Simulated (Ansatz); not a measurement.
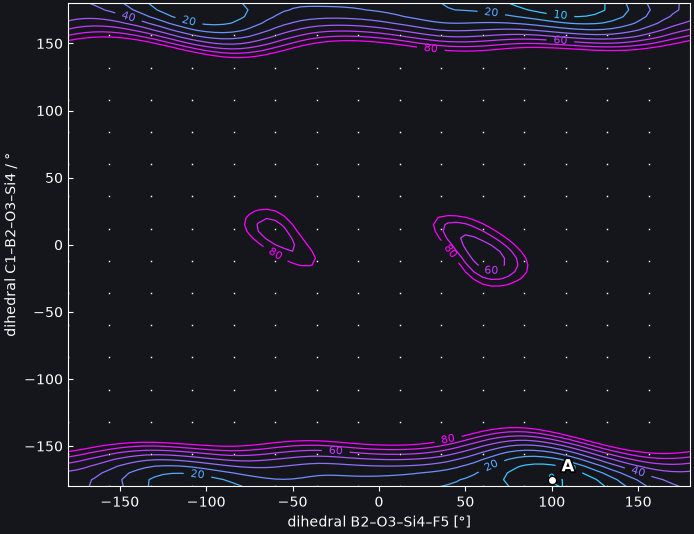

CH₆BFOSi, SMILES CBO[SiH2]F. 
- Coordinates scanned: (1) dihedral B2–O3–Si4–F5; (2) dihedral C1–B2–O3–Si4.
- Nothing is relaxed (all other coordinates rigid).
- The grid has 15 × 15 points.
- Points are written as (first, second).
- All energies are given in meV relative to the lowest grid point.
- Level of theory: RKS r2SCAN-D4/def2-SVP (Ansatz).

In the figure: contour lines labelled in meV (none above 80), dots at the grid points, the point A. Between grid points the surface is interpolated.

Question: Find the lowest pass out of the well at A.

Answer: The easiest path leads from the well at about (100°, −175°) to the well at about (−105°, 175°), about 11 meV higher (on a rigid scan; wells that are mirror images or exchange like atoms can differ by this much). Its highest point lies about 29 meV above the bottom of the first well on the interpolated surface, at about (−50°, −180°). Seen from the upper well the barrier is about 18 meV. The start is the relaxed structure and all else is held, so a fully relaxed path at this level can only be lower.

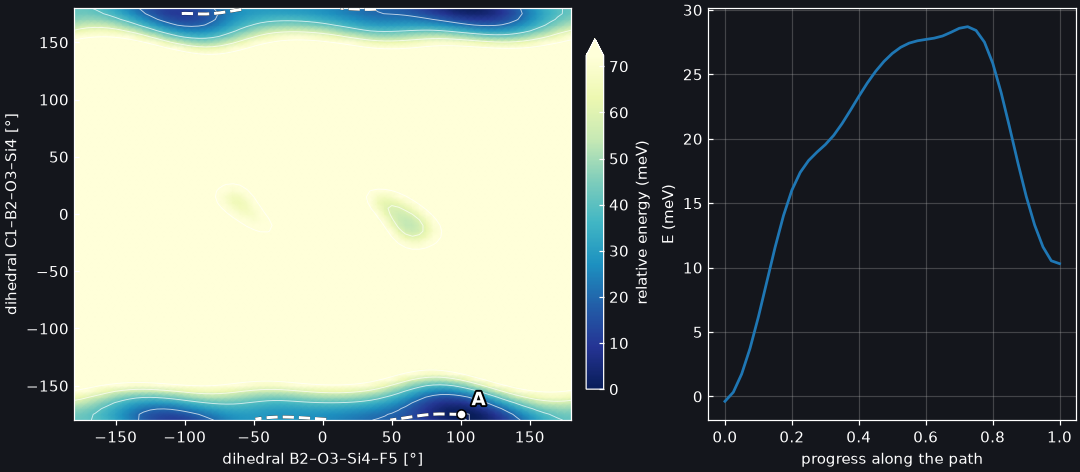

Drawn: a smooth colour map with a few white contour lines, a line along the lowest path, one colour for all values above the top of the scale, the energy along the path at the right. Between grid points the surface is interpolated.
